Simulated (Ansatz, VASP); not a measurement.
# Cross-check of K2Be2O3 (K2Be2O3 (P2_1/c)) between VASP and Ansatz

One calculation is typed for both programs; each brings its own data sets and cutoff. How far apart do they land?

Calculated with Ansatz 0.2.0; plane waves, with VASP 6.6.1 beside it; single point at PBEsol.

### 1. Starting point

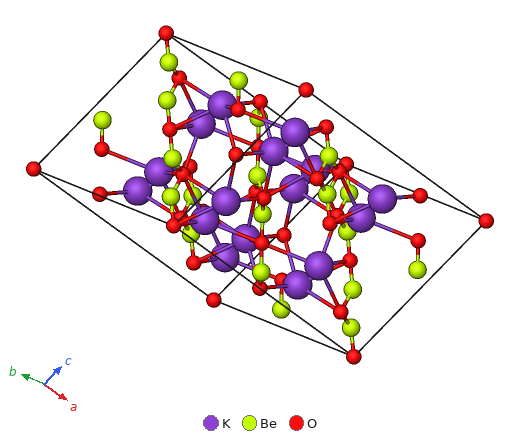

Start, viewed from a free direction; potassium purple, beryllium green, oxygen red. Bonds to atoms that aren't drawn are left out. Some periodic images of atoms are drawn too.

The cell holds 56 atoms: 16 K, 16 Be and 24 O. Cell: a = 12.515 Å, b = 10.114 Å, c = 12.515 Å, α = 129.6°, β = 100.1°, γ = 112.6°. It derives from K2Be2O3 (K2Be2O3 (P2_1/c)).

### 2. VASP: single point, PBEsol

With cell and atoms fixed, the geometry can't cause a difference; cores, projectors, grids and the points listed under the comparison can.

Lines of VASP's logs that name or quote its potential files are left out, and so is its time.

Contents of INCAR:

```
SYSTEM = K2Be2O3
PREC = Normal
ENCUT = 400
EDIFF = 1E-05
NELM = 120
ISMEAR = 0
SIGMA = 0.05
LREAL = Auto
ALGO = Fast
GGA = PS
LORBIT = 11
LWAVE = .FALSE.
LCHARG = .FALSE.
KPAR = 4
```

Contents of POSCAR:

```
K2Be2O3
1.0
   -7.6700280911      8.0388679846      5.7600311520
    2.2053874115     -8.0388679846      5.7282150062
    7.6700280911      8.0388679846     -5.7600311520
K Be O
16 16 24
Direct
    0.6362708806      0.5685117365      0.2823559791
    0.1362708806      0.0685117365      0.2823559791
    0.1362708806      0.5685117365      0.7823559790
    0.6362708806      0.0685117365      0.7823559791
    0.2861557574      0.3185117365      0.1822408558
    0.7861557575      0.8185117365      0.1822408559
    0.7861557574      0.3185117365      0.6822408558
    0.2861557575      0.8185117365      0.6822408559
    0.7138442426      0.6814882635      0.8177591442
    0.2138442426      0.1814882635      0.8177591442
    0.2138442426      0.6814882635      0.3177591442
    0.7138442425      0.1814882635      0.3177591442
    0.3637291194      0.4314882635      0.7176440210
    0.8637291194      0.9314882635      0.7176440210
    0.8637291194      0.4314882635      0.2176440210
    0.3637291193      0.9314882635      0.2176440210
    0.5077389487      0.4042997866      0.4073718702
    0.0077389487      0.9042997866      0.4073718702
    0.0077389487      0.4042997866      0.9073718702
    0.5077389487      0.9042997866      0.9073718702
    0.5030720836      0.8457002134      0.3534391622
    0.0030720836      0.3457002135      0.3534391622
    0.0030720836      0.8457002135      0.8534391622
    0.5030720836      0.3457002134      0.8534391621
    0.4969279164      0.1542997865      0.6465608378
    0.9969279164      0.6542997865      0.6465608378
    0.9969279164      0.1542997866      0.1465608379
    0.4969279164      0.6542997866      0.1465608379
    0.4922610513      0.5957002134      0.5926281298
    0.9922610513      0.0957002135      0.5926281299
    0.9922610513      0.5957002134      0.0926281299
    0.4922610513      0.0957002135      0.0926281299
    0.5000000000      0.2500000000      0.2500000000
    0.0000000000      0.7500000000      0.2500000000
    0.0000000000      0.2500000000      0.7500000000
    0.5000000000      0.7500000000      0.7500000000
    0.0000000000      0.0000000000      0.0000000000
    0.5000000000      0.5000000000      0.0000000000
    0.5000000000      0.0000000000      0.5000000000
    0.0000000000      0.5000000000      0.5000000000
    0.8743154402      0.5924233522      0.6699523737
    0.3743154402      0.0924233522      0.6699523737
    0.3743154401      0.5924233522      0.1699523737
    0.8743154402      0.0924233523      0.1699523737
    0.5775290214      0.6575766477      0.5318920879
    0.0775290214      0.1575766477      0.5318920879
    0.0775290214      0.6575766477      0.0318920879
    0.5775290214      0.1575766477      0.0318920879
    0.4224709786      0.3424233523      0.4681079121
    0.9224709786      0.8424233523      0.4681079121
    0.9224709786      0.3424233523      0.9681079121
    0.4224709786      0.8424233523      0.9681079121
    0.1256845599      0.4075766478      0.3300476263
    0.6256845598      0.9075766478      0.3300476263
    0.6256845598      0.4075766478      0.8300476263
    0.1256845598      0.9075766478      0.8300476263
```

Contents of KPOINTS:

```
Automatic mesh
0
Gamma
2 2 2
0 0 0
```

Potentials, in the order of the species: K_pv, Be and O (PBE family, release 64).

Command:

```bash
$ mpirun -np 4 vasp_std
```

Numbers of over 12 decimals in the logs are rounded to 6 here.

The log of the run:

```text
[banner, memory and clock lines left out]
running    4 mpi-ranks, on    1 nodes
[...]
|                                                                             |
|               ----> ADVICE to this user running VASP <----                  |
|                                                                             |
|     You enforced a specific xc type in the INCAR file but a different       |
|     [... a line on the potential file left out ...]
|     I HOPE YOU KNOW WHAT YOU ARE DOING!                                     |
|                                                                             |

 LDA part: xc-table for (Slater+PW92), standard interpolation
 POSCAR, INCAR and KPOINTS ok, starting setup
[...]
entering main loop
       N       E                     dE             d eps       ncg     rms          rms(c)
DAV:   1     0.243735313493E+04    0.24374E+04   -0.10987E+05  2076   0.126E+03
DAV:   2    -0.508470638323E+02   -0.24882E+04   -0.23874E+04  2524   0.363E+02
DAV:   3    -0.374531420462E+03   -0.32368E+03   -0.32185E+03  2344   0.135E+02
DAV:   4    -0.383132238876E+03   -0.86008E+01   -0.85519E+01  2352   0.252E+01
[...]
RMM:  15    -0.323329860714E+03    0.53822E-04   -0.21554E-04  2224   0.377E-02    0.199E-02
RMM:  16    -0.323329867440E+03   -0.67266E-05   -0.19601E-04  2134   0.282E-02    0.137E-02
RMM:  17    -0.323329861975E+03    0.54656E-05   -0.20154E-05  1630   0.120E-02
   1 F= -.32332986E+03 E0= -.32332986E+03  d E =-.402927E-15
```

Parts of OUTCAR (step 2):

```text
  Total      -12.7668748    -13.6900556    -14.9340188     -0.0000000      0.0000000      0.0713935
  in kB      -22.4624562    -24.0867306    -26.2753999     -0.0000000      0.0000000      0.1256120
  external PRESSURE =     -24.2748622 kB  Pullay stress =       0.0000000 kB

 POSITION                                       TOTAL-FORCE (eV/Angst)
 -----------------------------------------------------------------------------------
     -1.46075      2.81453      5.29512        -0.000301      0.018456      0.012034
      1.27157      2.81453     -0.44900        -0.000301      0.018456      0.012034
      6.20928      2.81453     -0.46491        -0.000301      0.018456      0.012034
      1.27157     10.85340     -0.44900        -0.000301      0.018456      0.012034
     -0.09459      1.20490      2.42306        -0.000301     -0.018456      0.012034
     -2.82691      1.20490      8.16718        -0.000301     -0.018456      0.012034
     -0.09459      9.24377      2.42306        -0.000301     -0.018456      0.012034
      4.84312      1.20490      2.40715        -0.000301     -0.018456      0.012034
      2.29998      6.83396      3.30516         0.000301      0.018456     -0.012034
      5.03230      6.83396     -2.43896         0.000301      0.018456     -0.012034
      2.29998     -1.20490      3.30516         0.000301      0.018456     -0.012034
     -2.63773      6.83396      3.32107         0.000301      0.018456     -0.012034
      3.66614      5.22434      0.43310         0.000301     -0.018456     -0.012034
      0.93382      5.22434      6.17722         0.000301     -0.018456     -0.012034
[...]
-----------------------------------------------------------------------------------
    total drift:                                0.000014      0.000018     -0.000017

  FREE ENERGIE OF THE ION-ELECTRON SYSTEM (eV)
  ---------------------------------------------------
  free  energy   TOTEN  =      -323.3298619748 eV

  energy  without entropy=     -323.3298619748  energy(sigma->0) =     -323.32986197

[... 1 further part left out ...]
```

The run ends at a pressure of -2.43 GPa, with forces up to 0.032 eV/Å.

(Part 1 of 2 ends here.)

[Lines on the potential files, build, host, timing and source positions are cut from VASP's logs without a mark.]

[Logs are printed without paths, hosts, clocks, repeated set-up lines and the standing remarks that a program may print on its own settings, such as how far it seeks lower states.]

[Hosts, paths, dates, database ids (printed as entryN), source tags and the programs' standing remarks are cut or masked in the printed files.]
